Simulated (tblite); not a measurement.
## Geometry relaxation, with input and output: C5H10OSi (part 2 of 2)

The same run, continued: C5H10OSi; GFN2-xTB geometry optimisation, gas phase (tblite 0.8.0). It belongs to a series of runs on one base structure; here: constitutional isomer.

### Trajectory as extended XYZ, continued
```
17
Properties=species:S:1:pos:R:3:forces:R:3 step=70 energy=-585.35754
C     2.8043    1.2703    0.7054    0.0210  -0.0050   0.0090
O     1.4885    0.8080    0.5668    0.0050   0.0200  -0.0270
C     1.3486   -0.3540   -0.1520    0.0250  -0.0060   0.0160
C     0.1501   -0.8908   -0.3684   -0.0040   0.0120   0.0040
C    -1.0859   -0.2867    0.1178   -0.0300  -0.0090  -0.0440
C    -2.3735   -1.1136    0.1426   -0.0700  -0.0270  -0.0030
Si   -2.4499    0.3108   -1.0780   -0.0060  -0.0060  -0.0110
H     2.7532    2.1935    1.2800   -0.0170  -0.0020   0.0270
H     3.4271    0.5442    1.2403    0.0360   0.0090  -0.0040
H     3.2571    1.4833   -0.2693    0.0320  -0.0160  -0.0200
H     2.2593   -0.8053   -0.5247    0.0360   0.0220   0.0110
H     0.0914   -1.8001   -0.9457   -0.0520   0.0050  -0.0250
H    -0.9111    0.3466    0.9797   -0.0430  -0.0010   0.0040
H    -2.9404   -1.0928    1.0629    0.0190   0.0280   0.0260
H    -2.2771   -2.1246   -0.2318    0.0170   0.0050  -0.0080
H    -3.1735    1.5171   -0.7201   -0.0210  -0.0120   0.0230
H    -2.3750    0.0060   -2.4961    0.0510  -0.0170   0.0240
17
Properties=species:S:1:pos:R:3:forces:R:3 step=79 energy=-585.36395
C     2.8289    1.2511    0.7272    0.0070  -0.0050   0.0070
O     1.5077    0.8115    0.5622   -0.0220   0.0120   0.0070
C     1.3491   -0.3402   -0.1694    0.0040   0.0100   0.0110
C     0.1418   -0.8550   -0.3980    0.0270   0.0320   0.0180
C    -1.0935   -0.2501    0.0924   -0.0170   0.0010  -0.0310
C    -2.3646   -1.1016    0.1665   -0.0370  -0.0270  -0.0010
Si   -2.4885    0.2784   -1.0994    0.0130  -0.0090   0.0100
H     2.7790    2.1271    1.3736    0.0240  -0.0040  -0.0360
H     3.4520    0.4870    1.2064    0.0070  -0.0050  -0.0090
H     3.2825    1.5303   -0.2327   -0.0130  -0.0080   0.0390
H     2.2592   -0.7989   -0.5356   -0.0060  -0.0100  -0.0240
H     0.0663   -1.7563   -0.9873   -0.0060   0.0180  -0.0030
H    -0.9185    0.4077    0.9349   -0.0080  -0.0030   0.0140
H    -2.9131   -1.0478    1.0971    0.0050   0.0020  -0.0050
H    -2.2544   -2.1253   -0.1667    0.0120   0.0080   0.0030
H    -3.2736    1.4501   -0.7549    0.0080   0.0000  -0.0100
H    -2.3673   -0.0558   -2.5068    0.0010  -0.0110   0.0120
17
Properties=species:S:1:pos:R:3:forces:R:3 step=88 energy=-585.36615
C     2.8496    1.2283    0.7577   -0.0020   0.0030  -0.0320
O     1.5214    0.8114    0.5895   -0.0260   0.0000   0.0100
C     1.3450   -0.3147   -0.1775    0.0060   0.0080   0.0100
C     0.1341   -0.8125   -0.4228    0.0370   0.0200  -0.0030
C    -1.1040   -0.2168    0.0695    0.0200   0.0070  -0.0210
C    -2.3556   -1.0920    0.1919   -0.0220  -0.0320   0.0050
Si   -2.5229    0.2364   -1.1223    0.0020   0.0080   0.0070
H     2.8276    2.0645    1.4547   -0.0110  -0.0040   0.0130
H     3.4738    0.4290    1.1693    0.0290  -0.0280   0.0350
H     3.2867    1.5650   -0.1892    0.0080  -0.0040  -0.0350
H     2.2469   -0.7772   -0.5602    0.0030   0.0140  -0.0060
H     0.0590   -1.6958   -1.0391   -0.0130   0.0040   0.0070
H    -0.9289    0.4659    0.8914   -0.0060   0.0130   0.0150
H    -2.8875   -1.0140    1.1303   -0.0090  -0.0110  -0.0200
H    -2.2246   -2.1240   -0.1059   -0.0050   0.0000   0.0100
H    -3.3168    1.4102   -0.8108   -0.0110   0.0070  -0.0130
H    -2.4109   -0.1517   -2.5168    0.0000  -0.0040   0.0150
17
Properties=species:S:1:pos:R:3:forces:R:3 step=96 energy=-585.36714
C     2.8626    1.2167    0.7653   -0.0020   0.0060  -0.0030
O     1.5297    0.8126    0.6028   -0.0050   0.0030   0.0130
C     1.3444   -0.3001   -0.1799   -0.0070  -0.0020   0.0030
C     0.1318   -0.7912   -0.4290    0.0050   0.0070  -0.0050
C    -1.1094   -0.2030    0.0670    0.0060  -0.0010  -0.0010
C    -2.3533   -1.0916    0.1994   -0.0060  -0.0070   0.0010
Si   -2.5355    0.2234   -1.1257    0.0000   0.0010  -0.0030
H     2.8496    2.0403    1.4769    0.0070   0.0200   0.0080
H     3.4855    0.4074    1.1621    0.0060  -0.0120   0.0070
H     3.2930    1.5650   -0.1810    0.0090  -0.0060  -0.0100
H     2.2443   -0.7581   -0.5732   -0.0110   0.0010  -0.0070
H     0.0561   -1.6663   -1.0565   -0.0160  -0.0030   0.0050
H    -0.9396    0.4881    0.8836    0.0020  -0.0080   0.0060
H    -2.8912   -1.0093    1.1338    0.0140  -0.0010   0.0030
H    -2.2125   -2.1257   -0.0857    0.0000   0.0040  -0.0010
H    -3.3443    1.3939   -0.8389   -0.0020  -0.0050  -0.0030
H    -2.4181   -0.1900   -2.5115    0.0010   0.0020  -0.0120
17
Properties=species:S:1:pos:R:3:forces:R:3 step=105 energy=-585.36791
C     2.8670    1.2200    0.7551    0.0020   0.0040  -0.0020
O     1.5312    0.8197    0.6034    0.0000   0.0020  -0.0010
C     1.3393   -0.2959   -0.1743    0.0030   0.0000  -0.0020
C     0.1267   -0.7911   -0.4139    0.0040   0.0060  -0.0030
C    -1.1153   -0.2095    0.0863    0.0020  -0.0010   0.0020
C    -2.3591   -1.1010    0.1892   -0.0060  -0.0040   0.0000
Si   -2.5267    0.2338   -1.1185    0.0000  -0.0030   0.0020
H     2.8589    2.0709    1.4347    0.0020   0.0000  -0.0010
H     3.4821    0.4206    1.1844   -0.0020  -0.0010   0.0060
H     3.3045    1.5279   -0.2023   -0.0030  -0.0060   0.0010
H     2.2352   -0.7519   -0.5782    0.0050  -0.0040   0.0010
H     0.0481   -1.6677   -1.0393    0.0030   0.0030  -0.0010
H    -0.9509    0.4653    0.9175   -0.0040   0.0020  -0.0040
H    -2.9055   -1.0359    1.1200    0.0010   0.0000  -0.0050
H    -2.2129   -2.1295   -0.1129   -0.0030  -0.0010   0.0070
H    -3.3484    1.3953   -0.8335    0.0000  -0.0010   0.0060
H    -2.3811   -0.1589   -2.5082   -0.0040   0.0020  -0.0050
```

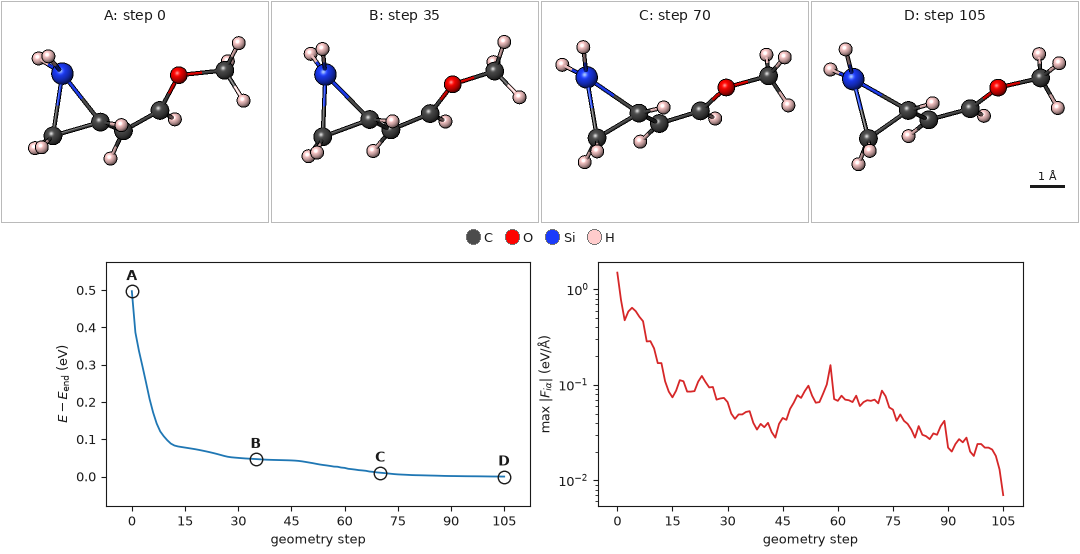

**Figure 1.** Frames of the relaxation (ball-and-stick view, seen at a tilt) above the curves, on which the letters mark them (steps are counted from 0).

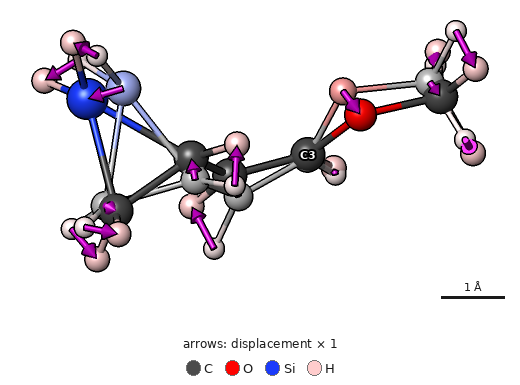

**Figure 2.** Start (faint) and end (solid) with the displacements as pink arrows, at true length (ball-and-stick view, seen at a tilt). The two geometries are laid on each other by the best rigid fit. After 105 geometry steps the energy has fallen by 0.497 eV. The largest force component goes from 1.5 to 0.007 eV/Å. The largest move after the best rigid fit is that of H12, 0.82 Å. By element the largest moves are H 0.82 Å, Si 0.60 Å, O 0.52 Å, C 0.38 Å. Among the contacts that change: C5–Si7 1.856 → 1.908 Å, Si7–H16 1.491 → 1.451 Å, C5–C6 1.496 → 1.534 Å, C1–O2 1.438 → 1.403 Å. Among the angles that change: C6–Si7–H16 105.4° → 118.9°, C6–Si7–H17 105.4° → 117.8°, Si7–C6–H14 113.5° → 120.8°. (Atoms are counted from 1 in the order of the input.)

The run was set up as follows.

### The input
```
{"job": {"kind": "relax", "xc": "GFN2-xTB", "basis": "xTB"}, "charge": 0, "multiplicity": 1}
C      2.775900     1.348200     0.480600
O      1.431400     0.995000     0.113300
C      1.336500    -0.345800    -0.167700
C      0.166300    -0.999400    -0.094700
C     -1.123000    -0.463500     0.365200
C     -2.381300    -1.150400    -0.062000
Si    -2.102800     0.557600    -0.836400
H      2.775800     2.414100     0.762400
H      3.115900     0.765800     1.344700
H      3.443500     1.215500    -0.361900
H      2.237300    -0.821700    -0.504300
H      0.180600    -2.068400    -0.342600
H     -1.102700    -0.047300     1.371000
H     -3.202600    -1.179200     0.629500
H     -2.347200    -1.941100    -0.783500
H     -3.204600     1.414300    -0.312900
H     -2.006100     0.318200    -2.291200
```

The first line tells a small driver script what to run in tblite; the rest is the geometry in Å.

Launched with:
```bash
OMP_NUM_THREADS=1 python <driver script> task.json out
```

### Summary

- outcome: converged
- total energy: −585.3679 eV
- hardware: 1 CPU thread, shared host
- wall time: 0.54 s
- peak memory: 0.18 GiB
